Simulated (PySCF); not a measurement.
C4H9Cl3Si (Si(tBu)Cl3)

```xyz
17

Si    0.0816    0.0731   -1.7155
C    -0.0105   -0.0067    0.1621
C    -1.4836    0.0373    0.5793
C     0.7450    1.1969    0.7343
C     0.6380   -1.3159    0.6236
H    -1.5568   -0.0106    1.6790
H    -1.9733    0.9669    0.2507
H    -2.0504   -0.8121    0.1677
H     0.3086    2.1498    0.3976
H     1.8071    1.1861    0.4459
H     0.6937    1.1751    1.8359
H     1.6916   -1.3823    0.3117
H     0.1083   -2.1955    0.2270
H     0.6091   -1.3741    1.7248
Cl    2.0365    0.0587   -2.3577
Cl   -0.8025    1.7875   -2.4338
Cl   -0.8711   -1.5348   -2.5723
```

Geometry: PBE0-D3(BJ)/def2-SVP.

The calculation used PBE0/pcSseg-1, SCF density, gas phase, non-relativistic (PySCF).

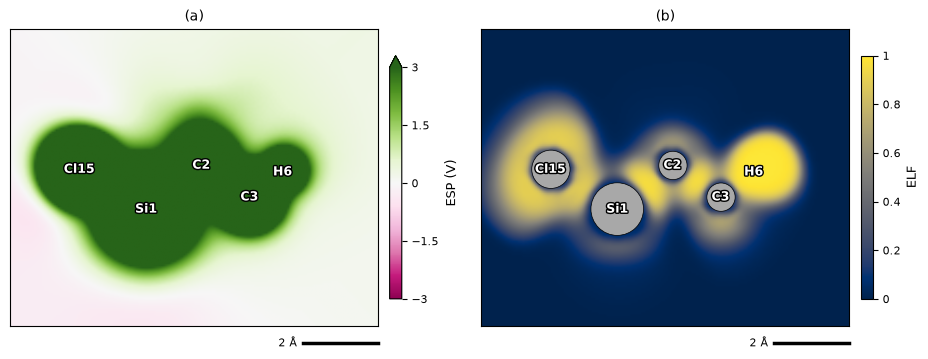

Figure 1. (a) electrostatic potential; (b) ELF on the plane of atoms Si1, C2 and C3. Grey discs cover the atomic cores in the ELF map.

> Interpret the plot.

The plane passes through Si, C, H and Cl nuclei.
C–C (1.53 Å): the ELF peaks at about 0.95 between the atoms (localised, covalent bonding).
C–Si (1.88 Å): the ELF peaks at about 0.95 between the atoms, as expected for localised, covalent bonding.
Si–Cl (2.06 Å): the ELF peaks at about 0.90 between the atoms (a polar covalent bond).
C–H (1.10 Å): the ELF climbs to about 1 towards the hydrogen, as it does in any bond to H (an ordinary covalent bond to hydrogen).
The ELF also peaks beside Cl15, away from the bonds: lone-pair regions.
Outside the dense part of the molecule the potential is most negative (−0.5 V) near Cl15.

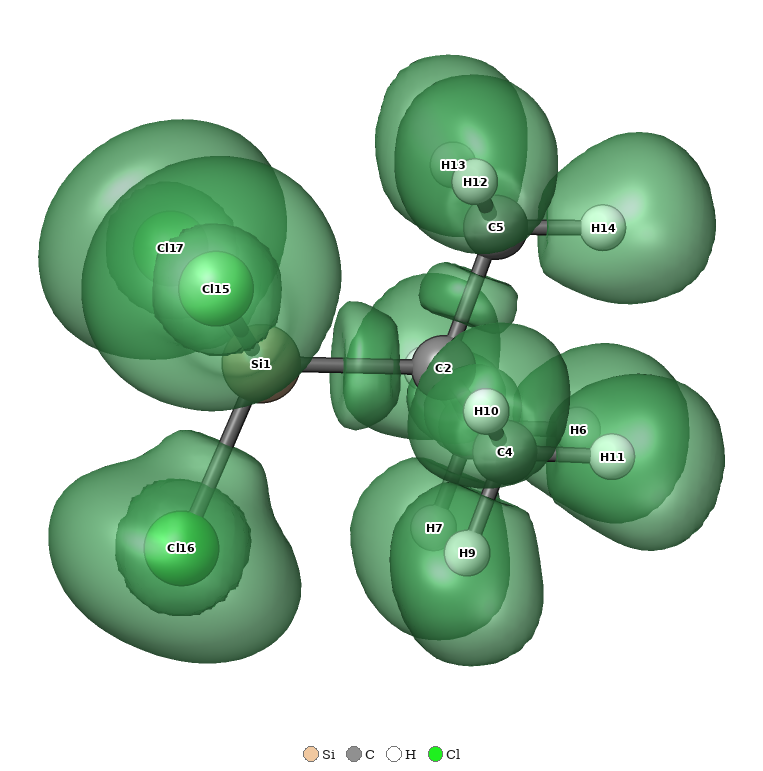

Figure 2. Isosurface of the ELF at 0.75 (green), seen at an oblique angle. Only the valence region is drawn (cores and ρ < 0.01 e/Å³ removed).

> Describe the localisation domains.

The ELF exceeds this value in three regions between bonded C–C atoms (shared pairs), one region between bonded C–Si atoms (shared pairs), nine regions around hydrogen nuclei and three regions on Cl in which the atom's valence shell and bonds are merged.

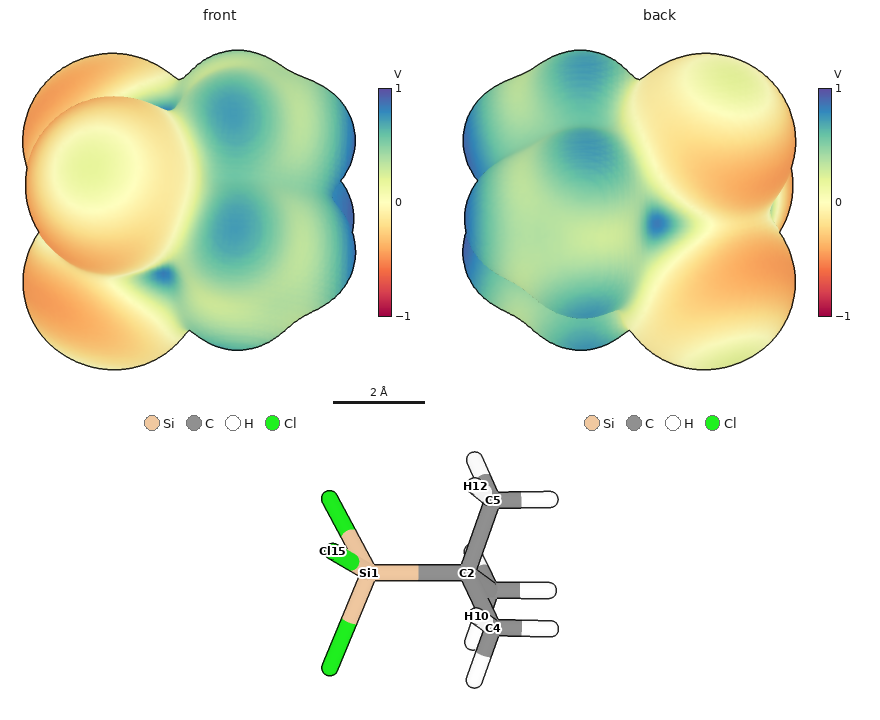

Figure 3. The molecular electrostatic potential painted on the density surface at 0.002 e/bohr³, seen from the front and from behind; red is negative and blue positive. The bare structure is drawn below in the same view.

> Where is the surface potential most negative and most positive?

The most negative region (about −0.4 V) lies over Cl15, Cl16 and Cl17, the most positive (about +0.9 V) over H6, H11 and H14.

> What dipole moment does the calculation give?

Its dipole moment is 2.72 D.
